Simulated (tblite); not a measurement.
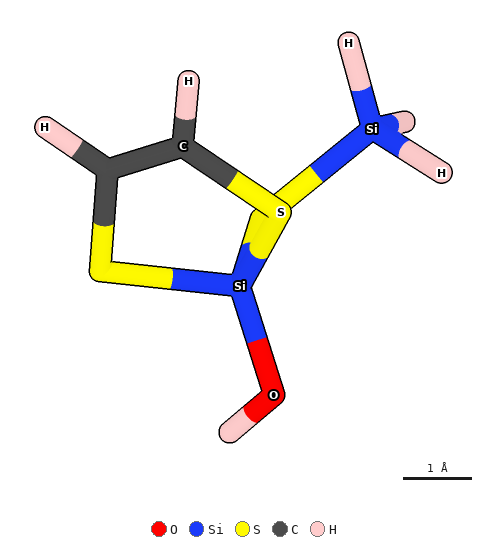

**Figure 1.** The input geometry (stick view, seen at a tilt). Bond lengths as drawn: C–C 1.27 Å, C–H 1.13 to 1.15 Å, C–S 1.77 Å, H–O 0.99 Å, H–Si 1.46 to 1.49 Å, O–Si 1.70 Å and S–Si 2.11 to 2.16 Å.

Run report: C2H6OS3Si2, geometry relaxation (part 1 of 2)

- system: C2H6OS3Si2
- method: GFN2-xTB geometry optimisation, gas phase (tblite 0.8.0)

It belongs to a series of runs on one base structure; here: H on Si replaced by SSiH3.

Output
```
step      E/eV     max force
  0    -672.07017    4.396
  1    -672.30219    3.250
  2    -672.45911    1.025
  3    -672.53250    1.008
  4    -672.58537    1.031
  5    -672.64557    0.460
  6    -672.65816    0.349
  7    -672.67325    0.314
  8    -672.68062    0.258
  9    -672.68949    0.358
 10    -672.69842    0.407
 11    -672.70889    0.346
 12    -672.71911    0.322
 13    -672.72732    0.236
 14    -672.73281    0.159
 15    -672.73781    0.188
 16    -672.74438    0.229
 17    -672.75453    0.313
 18    -672.76814    0.351
 19    -672.78327    0.384
 20    -672.79824    0.329
 21    -672.80916    0.242
 22    -672.81874    0.216
 23    -672.82669    0.218
 24    -672.83070    0.206
 25    -672.83302    0.191
 26    -672.83635    0.154
 27    -672.84121    0.157
 28    -672.84489    0.154
 29    -672.84846    0.139
 30    -672.85099    0.127
 31    -672.85310    0.133
 32    -672.85510    0.163
 33    -672.85643    0.111
 34    -672.85748    0.102
 35    -672.85855    0.081
 36    -672.85974    0.073
 37    -672.86074    0.066
 38    -672.86144    0.062
 39    -672.86211    0.074
 40    -672.86312    0.091
 41    -672.86452    0.114
 42    -672.86608    0.107
 43    -672.86741    0.094
 44    -672.86858    0.092
 45    -672.86995    0.117
 46    -672.87177    0.146
 47    -672.87353    0.179
 48    -672.87560    0.119
 49    -672.87698    0.084
 50    -672.87811    0.085
 51    -672.87893    0.075
 52    -672.87971    0.072
 53    -672.88021    0.063
 54    -672.88072    0.064
 55    -672.88133    0.084
 56    -672.88226    0.096
 57    -672.88340    0.086
 58    -672.88415    0.100
 59    -672.88467    0.058
 60    -672.88523    0.075
 61    -672.88587    0.071
 62    -672.88668    0.080
 63    -672.88728    0.097
 64    -672.88779    0.084
 65    -672.88823    0.072
 66    -672.88882    0.065
 67    -672.88962    0.078
 68    -672.89055    0.078
 69    -672.89074    0.175
 70    -672.89151    0.068
 71    -672.89180    0.057
 72    -672.89307    0.164
 73    -672.89383    0.102
 74    -672.89520    0.089
 75    -672.89628    0.118
 76    -672.89654    0.070
 77    -672.89698    0.046
 78    -672.89743    0.127
 79    -672.89797    0.098
 80    -672.89889    0.085
 81    -672.89979    0.075
 82    -672.90039    0.086
 83    -672.90072    0.150
 84    -672.90043    0.164
 85    -672.90194    0.080
 86    -672.90260    0.061
 87    -672.90443    0.105
 88    -672.90497    0.084
 89    -672.90570    0.085
 90    -672.90678    0.078
 91    -672.90757    0.106
 92    -672.90842    0.148
 93    -672.90913    0.101
 94    -672.90953    0.136
 95    -672.91008    0.107
 96    -672.91163    0.091
 97    -672.91347    0.100
 98    -672.91617    0.134
 99    -672.91868    0.143
100    -672.92028    0.426
101    -672.92451    0.278
102    -672.92698    0.195
103    -672.92977    0.088
104    -672.93105    0.095
105    -672.93244    0.108
106    -672.93477    0.127
107    -672.93634    0.098
108    -672.93764    0.097
109    -672.93833    0.054
110    -672.93867    0.043
111    -672.93872    0.109
112    -672.93895    0.057
113    -672.93920    0.032
114    -672.93951    0.038
115    -672.93985    0.044
116    -672.94005    0.037
117    -672.94017    0.021
118    -672.94023    0.021
119    -672.94028    0.017
120    -672.94033    0.020
121    -672.94040    0.022
122    -672.94049    0.019
123    -672.94058    0.022
124    -672.94065    0.016
125    -672.94071    0.016
126    -672.94076    0.016
127    -672.94082    0.020
128    -672.94090    0.024
129    -672.94100    0.027
130    -672.94110    0.028
131    -672.94121    0.025
132    -672.94132    0.027
133    -672.94140    0.024
134    -672.94147    0.020
135    -672.94153    0.019
136    -672.94161    0.022
137    -672.94172    0.023
138    -672.94185    0.025
139    -672.94195    0.030
140    -672.94201    0.019
141    -672.94205    0.025
142    -672.94207    0.013
143    -672.94210    0.014
144    -672.94216    0.018
145    -672.94226    0.022
146    -672.94243    0.028
147    -672.94265    0.031
148    -672.94283    0.024
149    -672.94291    0.066
150    -672.94297    0.030
151    -672.94304    0.021
152    -672.94311    0.028
153    -672.94317    0.036
154    -672.94323    0.027
155    -672.94330    0.023
156    -672.94338    0.019
157    -672.94345    0.035
158    -672.94347    0.014
159    -672.94350    0.017
160    -672.94353    0.022
161    -672.94355    0.018
162    -672.94355    0.012
163    -672.94356    0.008
```

Trajectory as extended XYZ (Å, eV, eV/Å), 16 of the 164 frames kept, from step=0 to step=163
```
14
Properties=species:S:1:pos:R:3:forces:R:3 step=0 energy=-672.07017
O    -0.2763   -2.4882    1.5065   -0.4330   0.5930  -2.2290
Si   -0.3166   -1.1607    0.4475   -0.8920  -0.6480   1.3190
S     1.3415   -1.0222   -0.8520    0.4500  -0.4550  -0.6190
Si    2.7564    0.4798   -0.2815    0.5210   0.3530   1.0680
S    -0.8618    0.6793    1.4189    0.3380   0.7380   0.4940
C    -1.8412    1.3680    0.1138    1.2610   3.4390   2.4300
C    -2.3599    0.6430   -0.7949   -1.7980  -1.7520  -3.1190
S    -2.1060   -1.1096   -0.7628   -0.4730  -0.3260  -0.8300
H    -0.5324   -3.3072    1.0167    0.3650   0.9020   0.8770
H     4.0554    0.0555   -0.8159   -0.3840  -0.0080  -0.0360
H     2.7827    0.4614    1.2098   -0.0250  -0.0230  -0.5520
H     2.3419    1.8091   -0.7153   -0.0850  -0.1220  -0.1380
H    -2.0012    2.5020    0.1103    0.4360  -1.7380   0.3700
H    -2.9833    1.0893   -1.6233    0.7180  -0.9510   0.9640
14
Properties=species:S:1:pos:R:3:forces:R:3 step=11 energy=-672.70889
O    -0.3504   -2.3328    1.3763   -0.0240  -0.1420   0.2400
Si   -0.3803   -1.0870    0.3629    0.0210   0.0040  -0.0510
S     1.3821   -1.0652   -0.8442    0.2640  -0.1110  -0.1950
Si    2.7473    0.4855   -0.1968   -0.0270  -0.0030  -0.1150
S    -0.7493    0.7293    1.4186   -0.0460   0.2710  -0.0290
C    -1.8039    1.3578    0.1532    0.1400   0.0940   0.1600
C    -2.3464    0.5978   -0.7868   -0.1220  -0.1270  -0.2070
S    -2.1118   -1.1341   -0.8957   -0.0790   0.0900  -0.1640
H    -0.4986   -3.2273    1.0787    0.0300  -0.0220   0.0140
H     3.9751    0.0403   -0.8313    0.0140  -0.0240   0.0180
H     2.7807    0.4623    1.2506   -0.0130   0.0120   0.1330
H     2.2999    1.7610   -0.7415   -0.0800  -0.0090   0.0370
H    -1.9661    2.4228    0.1999   -0.0230  -0.0860   0.0620
H    -2.9788    0.9893   -1.5661   -0.0550   0.0550   0.0970
14
Properties=species:S:1:pos:R:3:forces:R:3 step=22 energy=-672.81874
O    -0.4654   -2.2079    1.3658   -0.0240  -0.0560   0.0350
Si   -0.2969   -1.0842    0.2190    0.0530  -0.1870  -0.0460
S     1.5541   -1.3094   -0.8337    0.0950   0.0830   0.1280
Si    2.7002    0.4194   -0.1785   -0.1110  -0.1250  -0.0450
S    -0.5162    0.7938    1.2025   -0.0380   0.1510   0.0430
C    -1.7872    1.3599    0.1460   -0.0250   0.0770   0.0790
C    -2.3721    0.6312   -0.7978   -0.0160   0.0640   0.0730
S    -1.9603   -1.0286   -1.1379   -0.0980   0.0080  -0.1240
H    -0.3856   -3.1508    1.2304    0.0350   0.0720  -0.0440
H     3.9618    0.0533   -0.7747    0.1930   0.0530  -0.0820
H     2.7223    0.4605    1.2698   -0.0020  -0.0990   0.1540
H     2.0912    1.6424   -0.6730   -0.0430   0.0060  -0.1420
H    -2.0827    2.3750    0.3384   -0.0150   0.0710   0.0260
H    -3.1638    1.0451   -1.3985   -0.0050  -0.1180  -0.0560
14
Properties=species:S:1:pos:R:3:forces:R:3 step=33 energy=-672.85643
O    -0.5327   -2.1881    1.3363   -0.0010  -0.0120  -0.0780
Si   -0.2806   -1.0760    0.1879    0.0030  -0.0150   0.0460
S     1.6296   -1.3971   -0.7405   -0.0610  -0.0640   0.0110
Si    2.7155    0.3837   -0.1718    0.0200  -0.0080   0.0230
S    -0.4825    0.8379    1.1409   -0.0110  -0.0260   0.0220
C    -1.8188    1.3877    0.1605   -0.0170  -0.0220   0.0010
C    -2.4024    0.6581   -0.7851    0.0340  -0.0050   0.0160
S    -1.9103   -0.9619   -1.2153   -0.0070  -0.0030  -0.0120
H    -0.3132   -3.1157    1.2498    0.0070   0.1090  -0.0220
H     4.0143    0.1364   -0.7662    0.0330  -0.0260  -0.0120
H     2.7113    0.3874    1.2829    0.0400   0.0480   0.0170
H     2.0368    1.5382   -0.7385   -0.0100   0.0190  -0.0230
H    -2.1333    2.3880    0.4018   -0.0570  -0.0070  -0.0140
H    -3.2342    1.0210   -1.3649    0.0280   0.0120   0.0260
14
Properties=species:S:1:pos:R:3:forces:R:3 step=43 energy=-672.86741
O    -0.5914   -2.1930    1.3036    0.0540  -0.0570  -0.0520
Si   -0.2921   -1.0546    0.1947    0.0350   0.0080   0.0530
S     1.6370   -1.4264   -0.6796   -0.0250  -0.0130   0.0380
Si    2.7467    0.3622   -0.1815    0.0040   0.0430   0.0170
S    -0.5202    0.8471    1.1719    0.0170  -0.0280  -0.0100
C    -1.8517    1.3888    0.1817   -0.0130  -0.0420   0.0100
C    -2.4051    0.6587   -0.7807   -0.0200   0.0400  -0.0370
S    -1.8885   -0.9429   -1.2414   -0.0080   0.0660  -0.0140
H    -0.2604   -3.0868    1.2194   -0.0270   0.0560   0.0370
H     4.0498    0.1094   -0.7690   -0.0300  -0.0420  -0.0210
H     2.7685    0.4344    1.2718    0.0140   0.0130   0.0180
H     2.0453    1.4918   -0.7735    0.0180   0.0100  -0.0260
H    -2.2082    2.3769    0.4193    0.0310  -0.0330   0.0410
H    -3.2303    1.0338   -1.3587   -0.0500  -0.0210  -0.0530
14
Properties=species:S:1:pos:R:3:forces:R:3 step=54 energy=-672.88072
O    -0.6675   -2.2177    1.2268   -0.0530  -0.0100   0.0270
Si   -0.3014   -1.0326    0.1928   -0.0120  -0.0090  -0.0450
S     1.6687   -1.4612   -0.5378    0.0070  -0.0190   0.0000
Si    2.7891    0.3509   -0.1845    0.0100   0.0100  -0.0230
S    -0.5675    0.8509    1.1863    0.0220   0.0060   0.0330
C    -1.9189    1.3810    0.2160    0.0280  -0.0170   0.0410
C    -2.4246    0.6833   -0.7958    0.0000   0.0210  -0.0080
S    -1.8163   -0.8635   -1.3285    0.0100   0.0440   0.0150
H    -0.1918   -3.0458    1.2355   -0.0140  -0.0340   0.0300
H     4.0589    0.0060   -0.7956    0.0180   0.0190  -0.0110
H     2.8661    0.5386    1.2568   -0.0150   0.0020   0.0080
H     2.0765    1.4327   -0.8458    0.0180   0.0340  -0.0190
H    -2.3106    2.3365    0.5226   -0.0210  -0.0430  -0.0430
H    -3.2615    1.0406   -1.3708    0.0020  -0.0050  -0.0030
14
Properties=species:S:1:pos:R:3:forces:R:3 step=65 energy=-672.88823
O    -0.7537   -2.2453    1.1764    0.0430  -0.0230  -0.0240
Si   -0.3068   -1.0423    0.1927   -0.0220  -0.0300  -0.0100
S     1.6870   -1.4678   -0.4666    0.0120  -0.0010  -0.0060
Si    2.8105    0.3650   -0.2107   -0.0060  -0.0160   0.0180
S    -0.5800    0.8298    1.2124   -0.0050  -0.0020   0.0230
C    -1.9371    1.3554    0.2498    0.0330   0.0120  -0.0320
C    -2.4080    0.6895   -0.7998   -0.0110   0.0150   0.0360
S    -1.7588   -0.8201   -1.3829    0.0350   0.0040   0.0410
H    -0.2321   -3.0373    1.3045   -0.0500   0.0510  -0.0100
H     4.0741   -0.0069   -0.8211    0.0080   0.0050   0.0140
H     2.8806    0.5903    1.2269    0.0070   0.0210  -0.0230
H     2.1301    1.4462   -0.9076   -0.0320  -0.0150  -0.0140
H    -2.3581    2.2927    0.5703   -0.0070  -0.0190   0.0160
H    -3.2485    1.0502   -1.3665   -0.0030  -0.0020  -0.0290
14
Properties=species:S:1:pos:R:3:forces:R:3 step=76 energy=-672.89654
O    -0.8735   -2.2853    1.0201   -0.0310   0.0350  -0.0180
Si   -0.2863   -1.0366    0.1813    0.0010   0.0200   0.0440
S     1.7447   -1.4977   -0.3102   -0.0030  -0.0170   0.0330
Si    2.8421    0.3676   -0.2514   -0.0190   0.0130  -0.0090
S    -0.6092    0.7968    1.2740    0.0110  -0.0290  -0.0130
C    -1.9682    1.3221    0.3130    0.0110  -0.0200  -0.0020
C    -2.3716    0.7132   -0.7972   -0.0220  -0.0270   0.0130
S    -1.6222   -0.7141   -1.4652   -0.0070   0.0240  -0.0420
H    -0.3411   -2.9791    1.4009    0.0440  -0.0530   0.0140
H     4.1157   -0.0345   -0.8222   -0.0190   0.0070  -0.0110
H     2.9358    0.7481    1.1510   -0.0250   0.0180  -0.0020
H     2.1110    1.3417   -1.0498    0.0120  -0.0070   0.0000
H    -2.4619    2.1965    0.7003    0.0250   0.0110  -0.0090
H    -3.2163    1.0607   -1.3669    0.0200   0.0260   0.0020
14
Properties=species:S:1:pos:R:3:forces:R:3 step=87 energy=-672.90443
O    -0.9549   -2.3677    0.8499    0.0290  -0.0370   0.0940
Si   -0.2746   -1.0521    0.2085    0.0340   0.0080  -0.0170
S     1.7981   -1.4966   -0.0654    0.0070  -0.0010   0.0080
Si    2.8449    0.3858   -0.3053   -0.0290   0.0090  -0.0030
S    -0.6726    0.7091    1.3918   -0.0370  -0.0110   0.0050
C    -1.9905    1.2682    0.3917    0.0550   0.0270  -0.0290
C    -2.3017    0.7398   -0.7875    0.0080   0.0170   0.0130
S    -1.4556   -0.5988   -1.5234   -0.0130   0.0070   0.0170
H    -0.5101   -2.9602    1.4562   -0.0290   0.0240  -0.0730
H     4.1229   -0.0554   -0.8331    0.0050  -0.0180   0.0010
H     2.9391    0.9897    1.0159   -0.0280   0.0030   0.0060
H     2.0899    1.2069   -1.2396   -0.0310   0.0070  -0.0160
H    -2.5211    2.1114    0.8006    0.0090  -0.0360   0.0080
H    -3.1145    1.1196   -1.3824    0.0170   0.0010  -0.0150
```
